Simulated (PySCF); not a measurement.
# revPBE/def2-SVPD run of BHOF2 (difluorohydroxyborane)

Aim: the vertical singlet–triplet gap of BHOF2 (difluorohydroxyborane) at revPBE/def2-SVPD, from 2 runs. Input form: a Python script.

The results are computed with PySCF 2.14.0.

2 further runs of the same task are left out: 1 that didn't finish, 1 set aside as unsound or not needed.

### 1 Starting point

The species is BHOF2 (5 atoms), meant as a singlet with charge 0. As SMILES, `OB(F)F`. Geometry: relaxed at PBE0-D4/def2-TZVP.

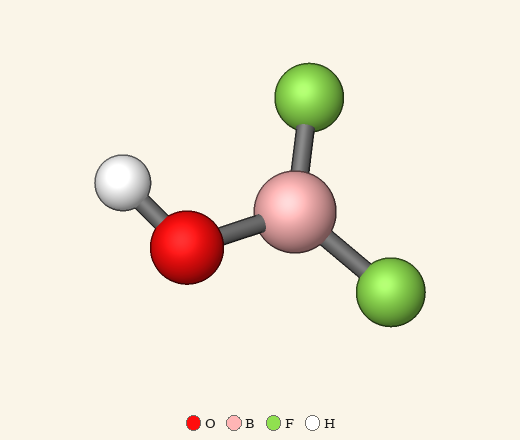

The structure, seen from a chosen angle (oxygen red, boron pink, fluorine green, hydrogen white).

### 2 A single-point energy at revPBE/def2-SVPD

Contents of start.xyz:

```xyz
5
BF2HO
O      0.038630     1.000750     0.174310
B      0.105760    -0.342460     0.137210
F      0.731030    -0.986880     1.100700
F     -0.439530    -1.051930    -0.843330
H     -0.435890     1.380520    -0.568880
```

Contents of run.py:

```python
from pyscf import gto, dft

molecule = gto.M(
    atom='start.xyz',
    basis='def2-svpd',
    verbose=3,
    max_memory=1860,
)

mf = dft.RKS(molecule, xc='revpbe')
mf.conv_tol = 1e-10
mf.grids.level = 5
mf.kernel()
if not mf.converged:
    mf = mf.newton().run(mf.mo_coeff, mf.mo_occ)

energy = mf.e_tot
print(f'total energy: {energy:.8f} hartree')
```

The run is started by

```bash
$ OMP_NUM_THREADS=1 python run.py
```

The log of the run:

```text
converged SCF energy = -300.228892508373
total energy: -300.22889251 hartree
```

It took 14 s on 1 thread of Arm Neoverse V1, shared host; peak memory 0.47 GiB.

### 3 The triplet, same level

Contents of job.py:

```python
from pyscf import gto, dft

mol = gto.M(
    atom=[
    ('O', (0.038630, 1.000750, 0.174310)),
    ('B', (0.105760, -0.342460, 0.137210)),
    ('F', (0.731030, -0.986880, 1.100700)),
    ('F', (-0.439530, -1.051930, -0.843330)),
    ('H', (-0.435890, 1.380520, -0.568880)),
],
    max_memory=1860,
    spin=2,
    basis='def2-svpd',
    verbose=3,
)

mf = dft.UKS(mol)
mf.xc = 'revpbe'
mf.conv_tol = 1e-10
mf.grids.level = 5
mf.kernel()
if not mf.converged:
    mf = mf.newton().run(mf.mo_coeff, mf.mo_occ)

e_tot = mf.e_tot
print('E(%s) = %.9f' % ('REVPBE', e_tot))
```

The run is started by

```bash
$ OMP_NUM_THREADS=1 python job.py
```

The log of the run:

```text
WARN: HOMO -0.0419022012859442 >= LUMO -0.431749157443669

WARN: HOMO -0.124979786828658 >= LUMO -0.325705750292084

WARN: HOMO -0.0957221844111547 >= LUMO -0.391933467657743

WARN: HOMO -0.0810940911185254 >= LUMO -0.389876649117387

WARN: HOMO -0.0710901516360476 >= LUMO -0.377250695377591

WARN: HOMO -0.079142926531621 >= LUMO -0.408285258494619

WARN: HOMO -0.0881940505560189 >= LUMO -0.423023690335294

WARN: HOMO -0.0803350918487524 >= LUMO -0.406342780980292

WARN: HOMO -0.0841574125277669 >= LUMO -0.413511374089442

WARN: HOMO -0.0848515401475805 >= LUMO -0.414609080873484

WARN: HOMO -0.0852344185214598 >= LUMO -0.415730191835689

WARN: HOMO -0.08711397666578 >= LUMO -0.418567089606999

WARN: HOMO -0.0872007040304698 >= LUMO -0.418708152377115

WARN: HOMO -0.0871559768301332 >= LUMO -0.418680560059408

WARN: HOMO -0.0872104586797979 >= LUMO -0.418746117270541

WARN: HOMO -0.0872068403320412 >= LUMO -0.418729194534308

WARN: HOMO -0.0872067101022204 >= LUMO -0.418728375369712

WARN: HOMO -0.0872071426088184 >= LUMO -0.418731113066042

WARN: HOMO -0.0872096948333178 >= LUMO -0.418733263209588

WARN: HOMO -0.0872082793486575 >= LUMO -0.418731201049722

WARN: HOMO -0.0872085990741339 >= LUMO -0.41873138044925

WARN: HOMO -0.0872085097264422 >= LUMO -0.418731424719514

converged SCF energy = -299.910404048551  <S^2> = 2.0021215  2S+1 = 3.001414
E(REVPBE) = -299.910404049
```

Run time: 45 s. Hardware: 1 thread of Arm Neoverse V1, shared host; peak memory 0.5 GiB.

### 4 Outcome

Level: revPBE/def2-SVPD.

```
                                        quantity          value
                           singlet: total energy  -300.22889 Eh
                          singlet: dipole moment         1.93 D
                            singlet: HOMO energy       -9.02 eV
                            singlet: LUMO energy       -0.91 eV
                          singlet: HOMO–LUMO gap        8.11 eV
                           triplet: total energy  -299.91040 Eh
                          triplet: dipole moment         1.48 D
     triplet: HOMO energy (highest over α and β)       -2.37 eV
                                   triplet: ⟨S²⟩          2.002
vertical energy of the triplet above the singlet       8.667 eV
```

What this shows: At this shape the triplet lies 8.67 eV (200 kcal/mol) above the singlet. Mulliken charges (singlet) run from -0.34 on F4 to +0.86 on B2; in a basis this large or diffuse they mean little.
